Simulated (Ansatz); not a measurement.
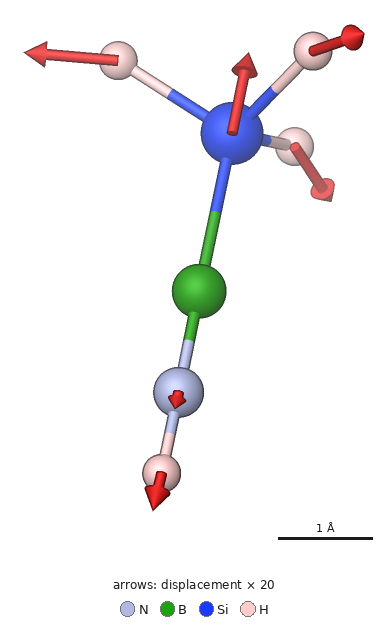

A relaxation of BSiNH₄. The starting structure is drawn; red arrows show the displacements, magnified 20 times. The two geometries are superimposed by the best rigid fit.

The picture is a ball-and-stick view, seen from a free direction.

The run prepares an end point of a later path (hydrogen shift) calculation, from a guessed geometry.

The calculation used UKS PBE-D4/6-31G* (Ansatz). (collinear spin; force threshold 0.02 eV/Å; at most 50 steps)

Question: What did the optimiser do to the structure, and how much energy did it gain?

Answer: The largest moves after the best rigid fit, 0.051 Å, are those of H atoms. Largest moves by element: H 0.051 Å, Si 0.050 Å, N 0.010 Å, B 0.002 Å. Among the contacts that change: B–Si 1.931 → 1.979 Å, H–Si 1.474 → 1.500 Å, H–N 0.991 → 1.003 Å, B–N 1.242 → 1.253 Å. Among the angles between lasting bonds that change: H–Si–H 105.6° → 108.5°, B–Si–H 113.1° → 110.4°. After 2 geometry steps the energy has fallen by 1.50 kcal/mol. Largest force component: 0.49 eV/Å at the start, 0.014 eV/Å at the end.
